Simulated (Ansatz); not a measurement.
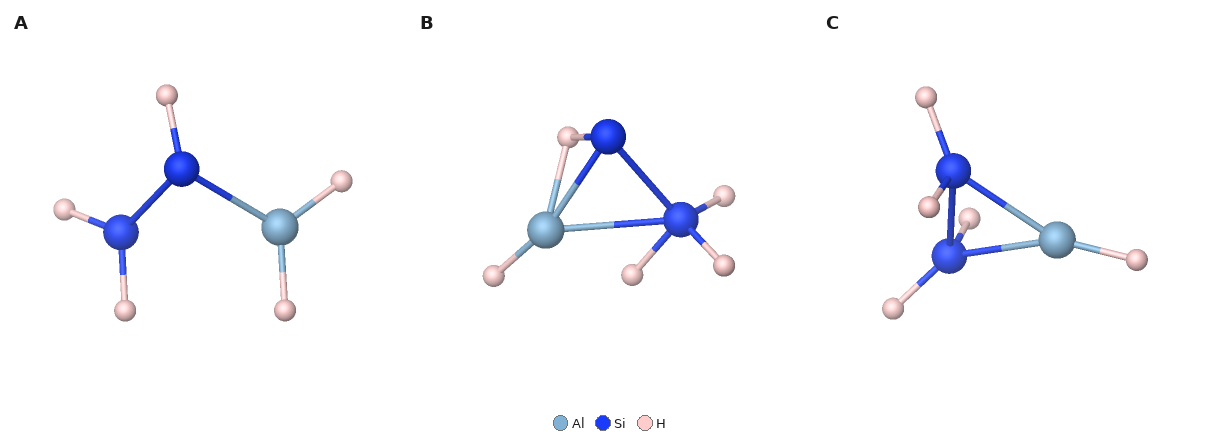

3 stationary structures of one formula. Geometries: PBE0-D4/def2-TZVP. Electronic energies: RHF-CCSD(T) (frozen core)/def2-TZVPP (Ansatz 0.2.0), without zero-point energy. No frequency run is at hand to confirm each as a minimum. Each is one conformer, not always the lowest.

**Which is lowest in energy, and by how much?**

B is lowest (C1); C lies 0.105 eV above it, A lies 0.209 eV above it (C1).
